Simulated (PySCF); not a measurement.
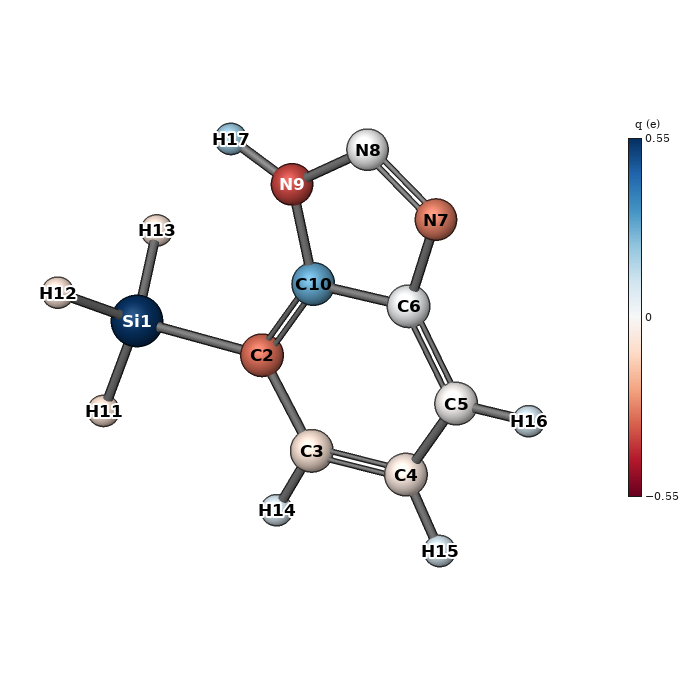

Atoms are coloured by their Mulliken charges. Computed geometry: GFN2-xTB optimisation. No frequency run is at hand to confirm it as a minimum. Method: PBE0/pcSseg-1, gas phase (PySCF 2.14.0).

Q: Which atom carries the highest charge (most positive or least negative)?

A: Si1 (0.54 e).

Q: And the lowest?

A: N9 (−0.37 e).

Give the Mulliken charges atom by atom.

| atom | value (e) |
| --- | --- |
| Si1 | 0.54 |
| C2 | −0.31 |
| C3 | −0.07 |
| C4 | −0.05 |
| C5 | −0.01 |
| C6 | 0.01 |
| N7 | −0.28 |
| N8 | 0.00 |
| N9 | −0.37 |
| C10 | 0.29 |
| H11 | −0.08 |
| H12 | −0.07 |
| H13 | −0.07 |
| H14 | 0.08 |
| H15 | 0.10 |
| H16 | 0.10 |
| H17 | 0.20 |

Mulliken values depend strongly on the basis set and can even reverse the polarity of a bond. The geometry is semi-empirical. Around Si such bond lengths and angles can be off by a tenth of an ångström or more and by several degrees, and values that hang on the shape move with them.
